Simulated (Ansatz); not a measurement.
The starting structures come from a database of crystals and need not be the phases stable at ambient conditions.

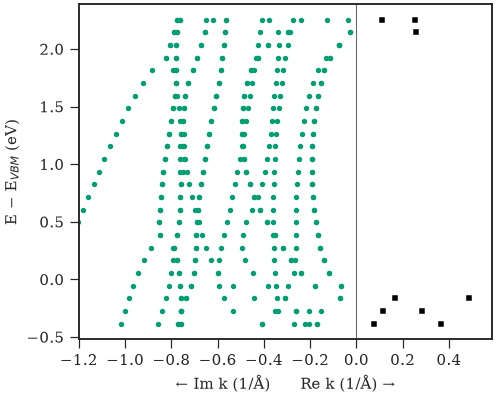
Fig. 1. Complex bands at the centre of the two-dimensional zone; Ansatz (a first-principles code) with PBEsol

The gap is the functional's own, uncorrected, and κ follows it; spin-orbit coupling is left out. Mid-gap values are interpolated between the computed energies.

**Question.** This is SbI$_{3}$ (R-3, not sure to be the ambient phase, 8 atoms a cell, 40.4 Å³ an atom) along the normal of (101). Read off the slowest decay at the centre of the two-dimensional zone at 0.94 eV, the computed energy nearest the middle of the gap.

**Answer.** κ ≈ 0.19 1/Å, a decay length 1/(2κ) of the density of 2.6 Å.
